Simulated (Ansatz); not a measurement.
```xyz
8

B    -0.0041   -0.1985   -0.2246
H    -0.0949   -0.4153    0.9643
N     1.2391   -0.1292   -0.8236
H     2.0994   -0.1917   -0.2957
H     1.3631    0.0561   -1.8113
Cl   -1.4875   -0.0429   -1.1649
F     0.0381    2.1074    1.5545
H    -0.1360    1.1980    1.5668
```

All numbers below come from RKS PBE0/def2-SVP (Ansatz 0.2.0).

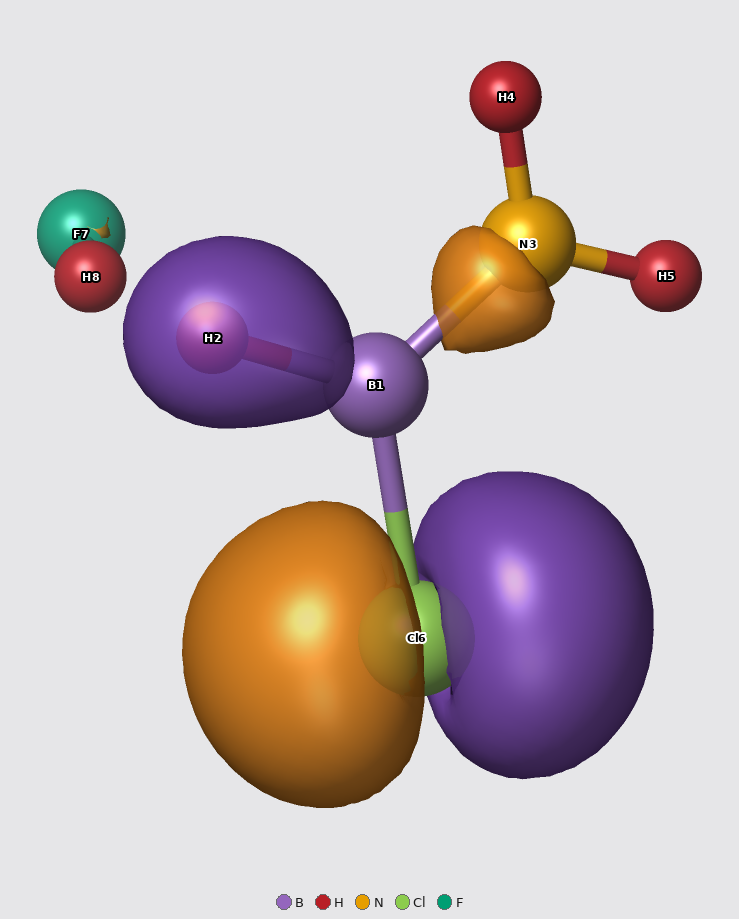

BClH3N···HF. The HOMO−1 at ±0.15 Å⁻³ᐟ² (orange and purple are the two phases), seen at an oblique angle.

Describe this orbital and give its energy.

By Hirshfeld shares it lies mainly on Cl6 (about 80 %), B1 (about 10 %) and H2 (about 10 %); largely a lone pair of Cl6. Its energy is −8.74 eV.
